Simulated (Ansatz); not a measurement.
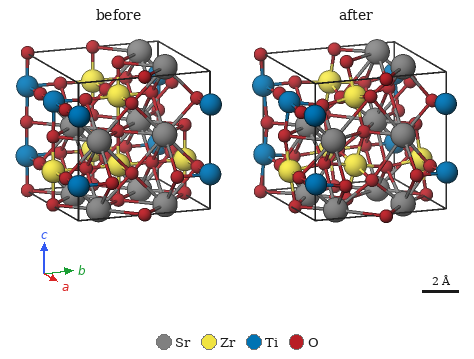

The structure of solid Sr8Zr5Ti3O24 (a generated structure, set up in P1) before (left) and after (right) a relaxation, at one scale.

A ball-and-stick model of the cell of the calculation (origin shifted), seen slightly off an axis.

The calculation used DFT, PBEsol, PAW, plane waves (Ansatz 0.2.0). (plane-wave cutoff 420 eV; k-point mesh 1 × 1 × 1; mesh shifted by (0.25, 0.25, 0.25); no spin polarisation; cell relaxed at fixed shape; force threshold 0.03 eV/Å; at most 80 steps)

> What changed between the two?

Over 10 geometry steps the energy falls by 75.6 meV per atom. Largest force component: 3.1 eV/Å at the start, 0.0078 eV/Å at the end. Pressure: 1.85 GPa at the start and 0.00 GPa at the end. An O atom moves most relative to the cell: 0.58 Å along [1 1 0]. By element the largest moves are O 0.58 Å, Sr 0.19 Å, Ti 0.12 Å, Zr 0.04 Å. The volume changes by −1.5 %, with a = b = c 8.079 → 8.038 Å (−0.5 %). Near-neighbour distances that change, for instance: O–Sr 2.821 → 3.451 Å, O–Sr 2.863 → 3.490 Å, O–Sr 2.904 → 3.468 Å, O–Sr 2.899 → 3.438 Å. Bond angles that change, for instance: Zr–O–Zr 179.4° → 150.3°, Zr–O–Zr 179.2° → 151.2°, Zr–O–Zr 178.2° → 150.3°. The space group stays P1 (No. 1).
